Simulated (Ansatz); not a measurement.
## Nudged elastic band, with input and output: AlSi36H17Cl3 (part 1 of 4)

AlSi36H17Cl3 (slab, 57 atoms in the cell), computed with DFT PBE, scalar-relativistic, plane waves, PAW, PAW set soft_1, spin-polarised (Ansatz 0.2.0).

The input holds or restrains some coordinates. It belongs to a series of runs on one base structure; here: band between the two ends.

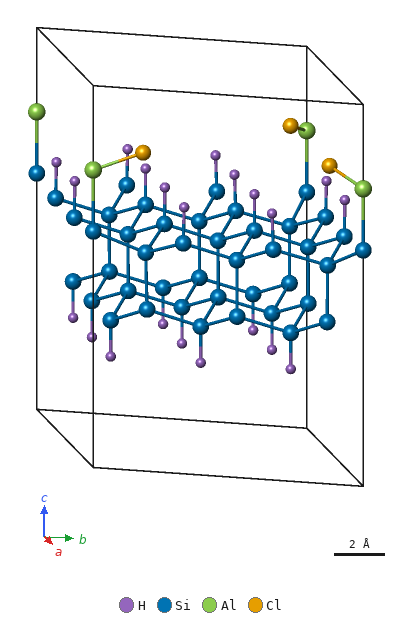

The starting structure (ball-and-stick view of the cell of the calculation, with the vacuum cut short, seen slightly off an axis). An atom can appear more than once, as a periodic image.

### Key numbers

| quantity | value |
| --- | --- |
| outcome | converged under the restraints of the input |
| barrier, forward | 0.054 eV |
| barrier, backward | 0.091 eV |
| electrons treated | 185 |
| hardware | 4 threads of Arm Neoverse V2, 24 GiB of memory available, shared host |
| wall time | 4.3 min (CPU time 12 min) |
| peak memory | 5.6 GiB |

The program warns: spin is on but no starting moments are given. The k-point mesh is coarse for a cell of this size, so the results may not be converged. The order of the saddle point was not checked.

### The input
```yaml
crystal:
  lattice:
    - [11.518769, 0.0, 0.0]
    - [5.759385, 9.975547, 0.0]
    - [0.0, 0.0, 19.868765]
  atoms:
    - { symbol: H, position: [0.1111111, 0.1111111, 0.0503303] }
    - { symbol: H, position: [0.4444444, 0.1111111, 0.0503303] }
    - { symbol: H, position: [0.7777778, 0.1111111, 0.0503303] }
    - { symbol: H, position: [0.1111111, 0.4444444, 0.0503303] }
    - { symbol: H, position: [0.4444444, 0.4444444, 0.0503303] }
    - { symbol: H, position: [0.7777778, 0.4444444, 0.0503303] }
    - { symbol: H, position: [0.1111111, 0.7777778, 0.0503303] }
    - { symbol: H, position: [0.4444444, 0.7777778, 0.0503303] }
    - { symbol: H, position: [0.7777778, 0.7777778, 0.0503303] }
    - { symbol: Si, position: [0.1111111, 0.1111111, 0.1258256] }
    - { symbol: Si, position: [0.4444444, 0.1111111, 0.1258256] }
    - { symbol: Si, position: [0.7777778, 0.1111111, 0.1258256] }
    - { symbol: Si, position: [0.1111111, 0.4444444, 0.1258256] }
    - { symbol: Si, position: [0.4444444, 0.4444444, 0.1258256] }
    - { symbol: Si, position: [0.7777778, 0.4444444, 0.1258256] }
    - { symbol: Si, position: [0.1111111, 0.7777778, 0.1258256] }
    - { symbol: Si, position: [0.4444444, 0.7777778, 0.1258256] }
    - { symbol: Si, position: [0.7777778, 0.7777778, 0.1258256] }
    - { symbol: Si, position: [-0.11212502, 0.22257251, 0.16602279] }
    - { symbol: Si, position: [0.22120872, 0.22275938, 0.16437907] }
    - { symbol: Si, position: [0.55458204, 0.22272998, 0.16439713] }
    - { symbol: Si, position: [-0.11240244, 0.55621852, 0.16416416] }
    - { symbol: Si, position: [0.22121632, 0.55606605, 0.1643696] }
    - { symbol: Si, position: [0.55462728, 0.5562078, 0.16427125] }
    - { symbol: Si, position: [-0.11212799, 0.88959215, 0.16600299] }
    - { symbol: Si, position: [0.22087731, 0.88958519, 0.16599656] }
    - { symbol: Si, position: [0.55462566, 0.8892117, 0.16427476] }
    - { symbol: Si, position: [-0.10655801, 0.21626631, 0.28456227] }
    - { symbol: Si, position: [0.22380022, 0.22115942, 0.28217663] }
    - { symbol: Si, position: [0.55794763, 0.22094599, 0.2821912] }
    - { symbol: Si, position: [-0.10917033, 0.55448023, 0.28184643] }
    - { symbol: Si, position: [0.22382511, 0.55482073, 0.28215816] }
    - { symbol: Si, position: [0.55707767, 0.55460713, 0.28198256] }
    - { symbol: Si, position: [-0.10652813, 0.89006306, 0.28452817] }
    - { symbol: Si, position: [0.21897971, 0.89039206, 0.28450167] }
    - { symbol: Si, position: [0.55707855, 0.88815051, 0.28198983] }
    - { symbol: Si, position: [-0.0006757, 0.00026943, 0.33300466] }
    - { symbol: Si, position: [0.33298902, -0.00013379, 0.3215898] }
    - { symbol: Si, position: [0.66714805, -0.00046626, 0.32156585] }
    - { symbol: Si, position: [-0.00028009, 0.33332174, 0.32148515] }
    - { symbol: Si, position: [0.33363349, 0.33311788, 0.32097525] }
    - { symbol: Si, position: [0.6671179, 0.33325463, 0.32157662] }
    - { symbol: Si, position: [-0.00025069, 0.66680233, 0.32145864] }
    - { symbol: Si, position: [0.33300488, 0.66698902, 0.32158039] }
    - { symbol: Si, position: [0.66678426, 0.66655895, 0.32091416] }
    - { symbol: H, position: [0.3354169, 0.00267975, 0.39688418] }
    - { symbol: H, position: [0.66183537, 0.002347, 0.39686804] }
    - { symbol: H, position: [0.00237369, 0.33604249, 0.39678641] }
    - { symbol: H, position: [0.33342177, 0.33326024, 0.39648148] }
    - { symbol: H, position: [0.66175454, 0.33584885, 0.39687933] }
    - { symbol: H, position: [0.00244459, 0.66144709, 0.39675367] }
    - { symbol: H, position: [0.3354439, 0.66178832, 0.39687416] }
    - { symbol: H, position: [0.6667018, 0.66663392, 0.39639914] }
    - { symbol: Al, position: [0.99984042, -0.00021628, 0.46098163] }
    - { symbol: Cl, position: [0.89650907, -0.10326895, 0.4923337] }
    - { symbol: Cl, position: [1.20641918, -0.10313514, 0.49203517] }
    - { symbol: Cl, position: [0.89704286, 0.20603121, 0.49249318] }
magnetization:
  spin_polarized: true
basis:
  ecutwfc: 420.0
kpoints:
  mp_grid: { grid: [1, 1, 1] }
hamiltonian:
  xc: pbe
  pseudopotentials: { kind: paw, azcp: { folder: soft_1 } }
scf:
  occupations: { method: gaussian, width: 0.02 }
  lower_state_search: "off"
neb:
  images: 5
  f_tol: 0.05
  initial_path: idpp
  max_iterations: 23
  constraints:
    - { sites: [0, 1, 2, 3, 4, 5, 6, 7, 8, 9, 10, 11, 12, 13, 14, 15, 16, 17] }
  final_atoms:
    - { symbol: H, position: [0.11111111, 0.11111111, 0.05033025] }
    - { symbol: H, position: [0.44444446, 0.11111111, 0.05033025] }
    - { symbol: H, position: [0.77777781, 0.11111111, 0.05033025] }
    - { symbol: H, position: [0.11111111, 0.44444444, 0.05033025] }
    - { symbol: H, position: [0.44444445, 0.44444444, 0.05033025] }
    - { symbol: H, position: [0.7777778, 0.44444444, 0.05033025] }
    - { symbol: H, position: [0.1111111, 0.77777778, 0.05033025] }
    - { symbol: H, position: [0.44444445, 0.77777778, 0.05033025] }
    - { symbol: H, position: [0.77777779, 0.77777778, 0.05033025] }
    - { symbol: Si, position: [0.11111111, 0.11111111, 0.12582564] }
    - { symbol: Si, position: [0.44444446, 0.11111111, 0.12582564] }
    - { symbol: Si, position: [0.77777781, 0.11111111, 0.12582564] }
    - { symbol: Si, position: [0.11111111, 0.44444444, 0.12582564] }
    - { symbol: Si, position: [0.44444445, 0.44444444, 0.12582564] }
    - { symbol: Si, position: [0.7777778, 0.44444444, 0.12582564] }
    - { symbol: Si, position: [0.1111111, 0.77777778, 0.12582564] }
    - { symbol: Si, position: [0.44444445, 0.77777778, 0.12582564] }
    - { symbol: Si, position: [0.77777779, 0.77777778, 0.12582564] }
    - { symbol: Si, position: [-0.11055022, 0.22091156, 0.1658861] }
    - { symbol: Si, position: [0.2226351, 0.22118473, 0.16483677] }
    - { symbol: Si, position: [0.5560452, 0.22117835, 0.16485914] }
    - { symbol: Si, position: [-0.11092466, 0.55462581, 0.16399488] }
    - { symbol: Si, position: [0.22259038, 0.55466252, 0.16486909] }
    - { symbol: Si, position: [0.55610866, 0.55465573, 0.16399566] }
    - { symbol: Si, position: [-0.11051183, 0.88784704, 0.16577995] }
    - { symbol: Si, position: [0.22251947, 0.8878584, 0.16581768] }
    - { symbol: Si, position: [0.556158, 0.88756605, 0.1639241] }
    - { symbol: Si, position: [-0.10945496, 0.21912586, 0.28432739] }
    - { symbol: Si, position: [0.22133531, 0.22363089, 0.28296904] }
    - { symbol: Si, position: [0.55524149, 0.22362759, 0.28301057] }
    - { symbol: Si, position: [-0.11171579, 0.55700127, 0.28148358] }
    - { symbol: Si, position: [0.22101778, 0.55804706, 0.28301444] }
    - { symbol: Si, position: [0.55475583, 0.55711322, 0.28147562] }
    - { symbol: Si, position: [-0.10977567, 0.89329788, 0.28415306] }
    - { symbol: Si, position: [0.21667018, 0.89331323, 0.28421295] }
    - { symbol: Si, position: [0.55470453, 0.89070688, 0.2813915] }
    - { symbol: Si, position: [0.00030123, -0.00080498, 0.33235313] }
    - { symbol: Si, position: [0.33387455, -0.00108036, 0.32156867] }
    - { symbol: Si, position: [0.66718461, -0.0011437, 0.32153785] }
    - { symbol: Si, position: [-0.00076263, 0.33339177, 0.3217321] }
    - { symbol: Si, position: [0.33318957, 0.33354847, 0.32175762] }
    - { symbol: Si, position: [0.66721773, 0.33352373, 0.32171812] }
    - { symbol: Si, position: [-0.00126388, 0.66729171, 0.32157463] }
    - { symbol: Si, position: [0.33371047, 0.66732616, 0.32164789] }
    - { symbol: Si, position: [0.66658969, 0.66669775, 0.32027838] }
    - { symbol: H, position: [0.33873701, -0.001513, 0.39683958] }
    - { symbol: H, position: [0.66281632, -0.00154661, 0.39682003] }
    - { symbol: H, position: [-0.00104233, 0.33786849, 0.3970137] }
    - { symbol: H, position: [0.33328904, 0.33336892, 0.39723159] }
    - { symbol: H, position: [0.66292178, 0.33817824, 0.3969888] }
    - { symbol: H, position: [-0.00156552, 0.66281367, 0.39684593] }
    - { symbol: H, position: [0.33832952, 0.66298189, 0.39693559] }
    - { symbol: H, position: [0.66661831, 0.66657748, 0.39579734] }
    - { symbol: Al, position: [1.00010992, -0.00048173, 0.45931091] }
    - { symbol: Cl, position: [1.1019391, -0.20736878, 0.4899184] }
    - { symbol: Cl, position: [1.10470387, 0.10166848, 0.49015745] }
    - { symbol: Cl, position: [0.79325392, 0.10459697, 0.4900786] }
  order_check: false
```

Command:
```bash
ansatz run input.yaml --threads 4 --pin off --max-ram 10240MiB --backend cpu --events-out ev --progress --plain --runs-dir out
```

### The program's output
```
Warning: neb: disabling space-group detection — the band's intermediate images generally break the endpoint symmetry, so no spatial operation reduces the k-mesh or symmetrises the density, except that a semilocal band can use its path's symmetry ahead of convergence; time reversal is kept, so that k and −k are solved as one point where they differ and the mesh holds both, and exact exchange and, on two spinor components, a DFT+U term hold to it where the run has them: on two components no moment then forms, and a state that bears one, which a typed moment (crystal.atoms[].spin; refused beside efield: under a hybrid functional) reaches, can lie lower, under hf by electronvolts; crystal.symmetry.detect: false (a key that needs symmetry detection or time reversal refuses this as the deck is read) with time_reversal: false beside it drops time reversal too
Engine: ansatz 0.2.0, aarch64-unknown-linux-gnu
Pseudopotentials: kind: paw
Pseudopotential: H, paw, valence charge 1, recommended cutoff 420 eV (normal), [file]
Pseudopotential: Si, paw, valence charge 4, recommended cutoff 420 eV (normal), [file]
Pseudopotential: Al, paw, valence charge 3, recommended cutoff 420 eV (normal), [file]
Pseudopotential: Cl, paw, valence charge 7, recommended cutoff 420 eV (normal), [file]
Functional definition: PBE
  parameter kappa = 0.804
  parameter beta = 0.06672455060314922
  exchange = pbe_x(kappa = kappa, mu = beta*pi^2/3)
  correlation = pbe_c(beta = beta)
parallel-image band execution: 3 concurrent image workers
NEB image 0
Crystal: 57 atoms, lattice volume = 2283.041 Å³
Basis set: ecut = 420 eV, 44617 PW (Γ), exchange–correlation on 160×160×270 points (8 copies of the dense FFT grid, shifted against one another)
Bands: 150, of which v1, the nominal top of the filled ones, is band 93 counted from 1 (92 counted from 0)
Symmetry: 1 space group operations
k-points: 1
Non-local potential: H, projectors of the file, l = 0: 2, l = 1: 1
Non-local potential: Si, projectors of the file, l = 0: 2, l = 1: 2, l = 2: 1
Non-local potential: Al, projectors of the file, l = 0: 2, l = 1: 2, l = 2: 1
Non-local potential: Cl, projectors of the file, l = 0: 2, l = 1: 2, l = 2: 1
PAW form: soft (Blöchl's): semilocal exchange-correlation on the pseudo side does not see the compensation charge
PAW one-centre angular grid: H, 110 points (default); XC on 64 Gauss nodes
PAW one-centre angular grid: Si, 110 points (default); XC on 64 Gauss nodes
PAW one-centre angular grid: Al, 110 points (default); XC on 64 Gauss nodes
PAW one-centre angular grid: Cl, 110 points (default); XC on 64 Gauss nodes
Initial density: superposition of atomic densities (neutral atoms: chi_scale 0, normalization atom)
Initial wavefunctions: pseudopotential atomic-orbital guess
Functional: x = pbe(κ = 0.804, μ = 0.2195149727645171), c = pbe(β = 0.06672455060314922)
SCF iter   1: F=—  HF=-26941.902475 eV  |F-HF|=—  |Δ(HF+E_count)|=         —  Δρ=1.92e-2 (↑1.92e-2 ↓1.92e-2)  dr2=3.12e1  dr2_m=0.00e0  M=0.000 μB ∫|m|=0.000 μB  β_m=0.30  ethr=3.10e-3  ⟨swp⟩=8.0  Hψ=840  notcnv=0  defer=20
preconditioner: auto → Resta (q_TF=auto, 1.795 Å⁻¹)  ε∞=2.5  [insulator: Δε(μ)=1.740 eV  Ē_g=8.630 eV  σ=0.020 eV  W_gap=0.50  n_scr=244 (ndim 8)  ℏωp=10.4 eV  f_vac=0.480  D(μ)=56.42/eV (n_scr^D=372)  ε∞_Penn≈2.5  vacuum switching on, ρ_ref=5.4e-3 e/Å³]
spin=Collinear: Resta preconditioning applied to the charge; magnetization (m = ρ↑ − ρ↓) channel mixes plain (no charge-response kernel on spin).
SCF iter   2: F=—  HF=-26937.054905 eV  |F-HF|=—  |Δ(HF+E_count)|=    4.85e0  Δρ=1.32e-2 (↑1.32e-2 ↓1.32e-2)  dr2=1.50e1  dr2_m=0.00e0  M=0.000 μB ∫|m|=0.000 μB  β_m=0.63  ethr=3.10e-3  ⟨swp⟩=3.0  Hψ=263  notcnv=0  defer=41
SCF iter   3: F=—  HF=-26932.944329 eV  |F-HF|=—  |Δ(HF+E_count)|=    4.11e0  Δρ=1.32e-3 (↑1.32e-3 ↓1.32e-3)  dr2=8.92e-1  dr2_m=0.00e0  M=0.000 μB ∫|m|=0.000 μB  β_m=0.58  ethr=3.10e-3  ⟨swp⟩=3.0  Hψ=293  notcnv=0  defer=41
SCF iter   4: F=—  HF=-26932.893401 eV  |F-HF|=—  |Δ(HF+E_count)|=   5.09e-2  Δρ=7.85e-4 (↑7.85e-4 ↓7.85e-4)  dr2=2.65e-1  dr2_m=0.00e0  M=0.000 μB ∫|m|=0.000 μB  β_m=0.54  ethr=4.82e-4  ⟨swp⟩=3.0  Hψ=187  notcnv=0  defer=50
SCF iter   5: F=—  HF=-26932.883164 eV  |F-HF|=—  |Δ(HF+E_count)|=   1.02e-2  Δρ=3.73e-4 (↑3.73e-4 ↓3.73e-4)  dr2=1.89e-2  dr2_m=0.00e0  M=0.000 μB ∫|m|=0.000 μB  β_m=0.61  ethr=1.43e-4  ⟨swp⟩=3.0  Hψ=151  notcnv=0  defer=50
SCF iter   6: F=—  HF=-26932.892012 eV  |F-HF|=—  |Δ(HF+E_count)|=   8.85e-3  Δρ=1.35e-4 (↑1.35e-4 ↓1.35e-4)  dr2=2.41e-3  dr2_m=0.00e0  M=0.000 μB ∫|m|=0.000 μB  β_m=0.66  ethr=1.02e-5  ⟨swp⟩=2.0  Hψ=168  notcnv=0  defer=50
SCF iter   7: F=—  HF=-26932.893993 eV  |F-HF|=—  |Δ(HF+E_count)|=   1.98e-3  Δρ=3.10e-5 (↑3.10e-5 ↓3.10e-5)  dr2=1.27e-4  dr2_m=0.00e0  M=0.000 μB ∫|m|=0.000 μB  β_m=0.69  ethr=1.30e-6  ⟨swp⟩=2.0  Hψ=191  notcnv=0  defer=50
SCF iter   8: F=—  HF=-26932.894116 eV  |F-HF|=—  |Δ(HF+E_count)|=   1.23e-4  Δρ=1.00e-5 (↑1.00e-5 ↓1.00e-5)  dr2=1.12e-5  dr2_m=0.00e0  M=0.000 μB ∫|m|=0.000 μB  β_m=0.74  ethr=6.84e-8  ⟨swp⟩=2.0  Hψ=193  notcnv=0  defer=50
SCF iter   9: F=—  HF=-26932.894973 eV  |F-HF|=—  |Δ(HF+E_count)|=   8.57e-4  Δρ=3.02e-6 (↑3.02e-6 ↓3.02e-6)  dr2=3.36e-6  dr2_m=0.00e0  M=0.000 μB ∫|m|=0.000 μB  β_m=0.68  ethr=6.05e-9  ⟨swp⟩=2.0  Hψ=240  notcnv=0  defer=50
SCF iter  10: F=—  HF=-26932.894973 eV  |F-HF|=—  |Δ(HF+E_count)|=   2.06e-7  Δρ=1.09e-6 (↑1.09e-6 ↓1.09e-6)  dr2=2.10e-7  dr2_m=0.00e0  M=0.000 μB ∫|m|=0.000 μB  β_m=0.69  ethr=1.81e-9  ⟨swp⟩=2.0  Hψ=162  notcnv=0  defer=50
SCF iter  11: F=-26932.894974 eV  HF=-26932.894974 eV  |F-HF|=2.01e-8  |Δ(HF+E_count)|=   1.21e-7  Δρ=3.55e-7 (↑3.55e-7 ↓3.55e-7)  dr2=1.39e-8  dr2_m=0.00e0  M=0.000 μB ∫|m|=0.000 μB  ethr=5.41e-11  ⟨swp⟩=4.0  Hψ=411  notcnv=0
SCF 1 converged in 11 iterations: F = -26932.894974 eV  dr2 = 1.39e-8
  greatest PAW one-centre occupation: 0.903 electrons in one spin orbital (limit 2), on the Cl atom at site 55 (counted from 0), in its partial waves of l = 0
NSCF: frozen V_eff on 1 k-points
NEB image 6
```
